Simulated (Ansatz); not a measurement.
# FH₂OPSi: what the fields show

The calculation's input:

```
crystal:
  periodic: [false, false, false]
  atoms:
    - {symbol: F, position_ang: [-2.030271, -0.732542, 0.058063]}
    - {symbol: Si, position_ang: [-1.539371, 0.208812, -1.161098]}
    - {symbol: O, position_ang: [-0.051042, 0.660816, -0.657271]}
    - {symbol: P, position_ang: [0.954839, 0.529278, 0.656882]}
    - {symbol: H, position_ang: [2.099492, 0.050620, -0.040442]}
    - {symbol: H, position_ang: [0.608554, -0.780984, 1.097764]}
basis:
  gaussian: {orbitals: def2-TZVPP}
hamiltonian: {xc: pbe0, dispersion: d4}
output: {orbitals: {seedname: orbitals}}
```

Run with:

```sh
ansatz run in.yaml --threads 2 --pin off --events-out ev --progress --plain --max-ram 4352MiB
```

Geometry: PBE0-D4/def2-TZVP.

These are results of Ansatz, RKS PBE0-D4/def2-TZVPP, not measurements.

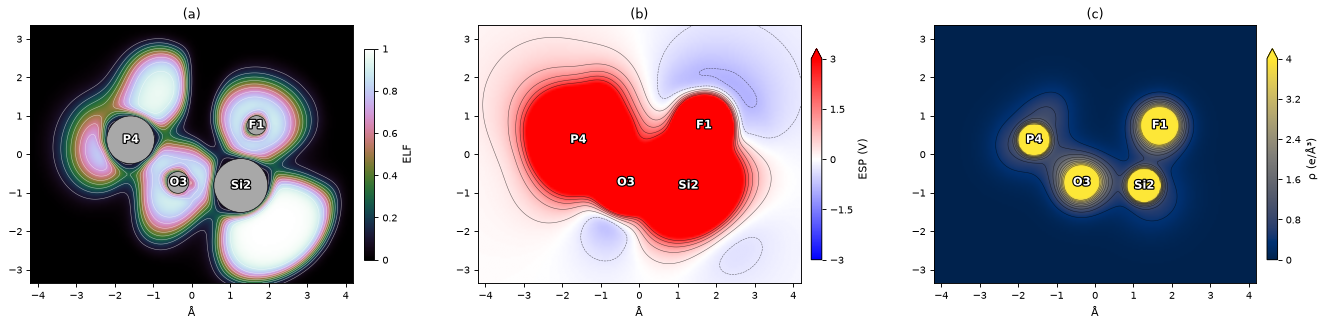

Figure 1. (a) ELF; (b) molecular electrostatic potential; (c) total electron density on the plane of atoms F1, Si2 and O3. Grey discs cover the atomic cores in the ELF map.

Question: What does the map show?

Answer:
- The section cuts through F, Si, O and P sites.
- Si–F (1.62 Å): ρ at the midpoint is about 1.1 e/Å³; the ELF peaks at about 0.85 in the valence shell of F, 0.5 Å from its nucleus, and is about 0.50 at the midpoint.
- Si–O (1.64 Å): ρ at the midpoint is about 1.1 e/Å³; the ELF peaks at about 0.85 between the atoms; a shared but strongly polarised pair.
- P–O (1.66 Å): ρ is about 1.3 e/Å³ halfway; the ELF peaks at about 0.85 between the atoms: a shared but strongly polarised pair.
- The ELF also peaks beside Si2, O3 and F1, away from the bonds: lone-pair regions.
- Outside the dense part of the molecule the potential is most negative (−0.9 V) near F1.

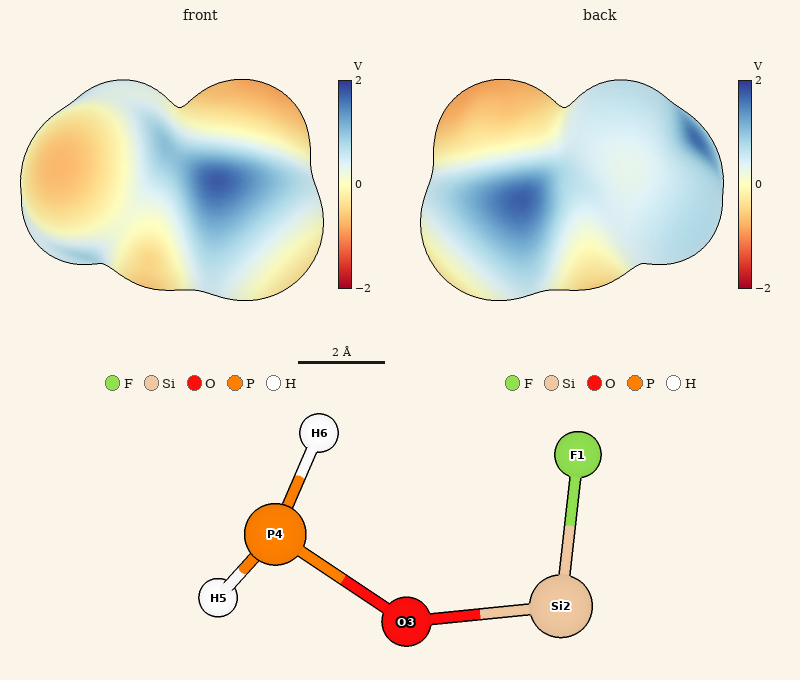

Figure 2. The electrostatic potential painted on the density surface at 0.002 e/bohr³, seen from the front and from behind; the colour scale runs from red (negative) to blue (positive). The bare structure is drawn below in the same view.

Question: Where is the surface potential most negative and most positive?

Answer: The most negative region (about −0.8 V) lies over F1, the most positive (about +1.7 V) over Si2.

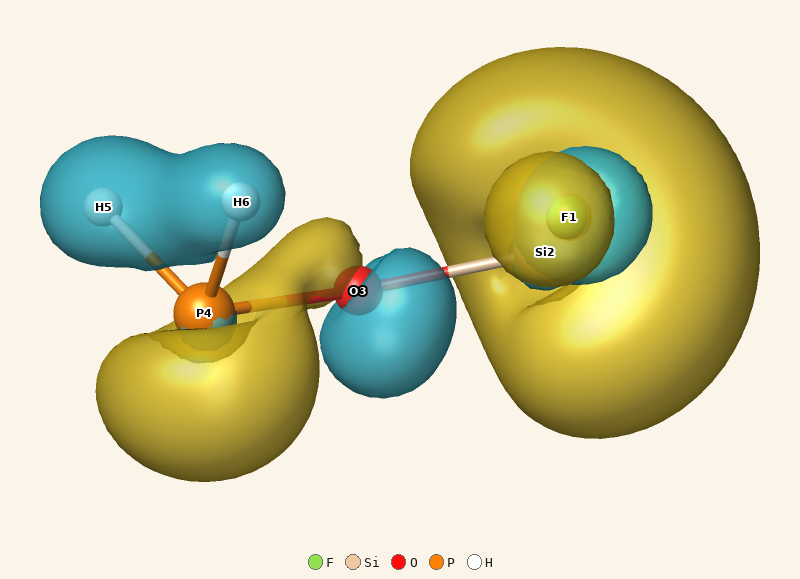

Figure 3. The HOMO−1 at ±0.1 Å⁻³ᐟ² (yellow and cyan are the two phases), seen from one side.

Question: Where does this orbital lie, and at what energy?

Answer: Its weight (Hirshfeld) is mainly on Si2 (about 65 %), P4 (about 15 %), O3 (about 10 %) and F1 (about 10 %). Its energy is −7.96 eV.
